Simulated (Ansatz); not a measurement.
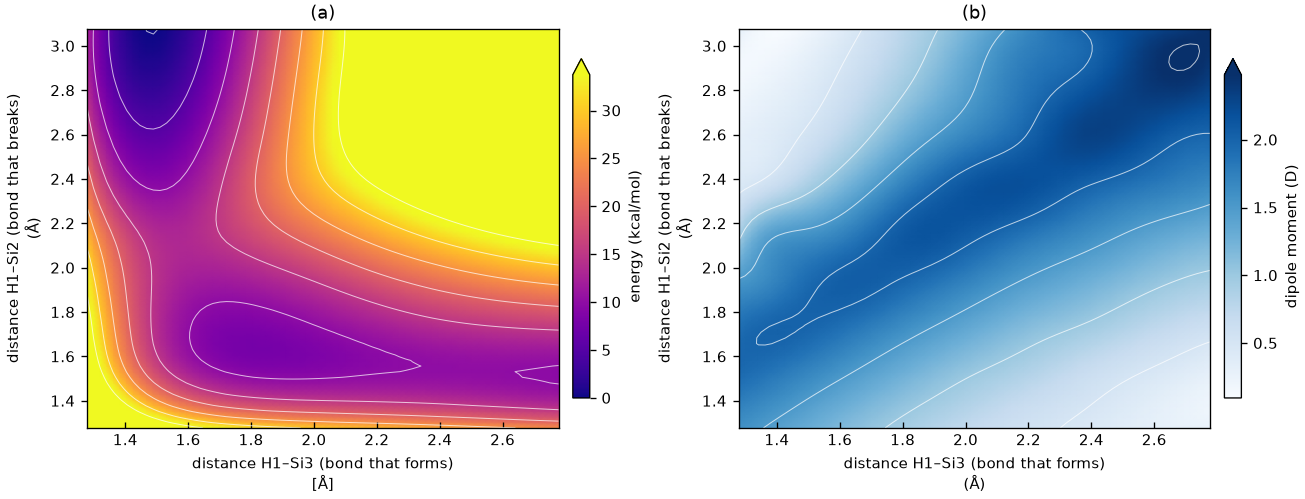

The reacting system H6Si3 (one molecule; an intramolecular 1,2-shift). The first coordinate is: distance H1–Si3 (bond that forms); the second: distance H1–Si2 (bond that breaks). Relaxed at each point: all other coordinates. Grid: 10 × 10 points. Points are written as (first, second). All energies are given in kcal/mol relative to the lowest grid point. The reference is spin-restricted, so regions where a bond is pulled apart into radicals lie too high. Level of theory: Ansatz, RKS PBE0-D4/def2-SVP.

Panel (a) is the energy; panel (b) is the computed dipole moment, in D.

Drawn: a smooth colour map with a few white contour lines, one colour for all values above the top of the scale. Between grid points the surface is interpolated.

Question: How does the dipole moment vary over the map, and what is it at the lowest grid point?

Answer: Leaving out the highest fifth of the energies, it runs from 0.11 D at (1.374 Å, 3.078 Å) to 2.19 D at (2.182 Å, 2.362 Å). At the lowest grid point, (1.507 Å, 3.078 Å), it is 0.19 D. That point lies on the edge of the scan.
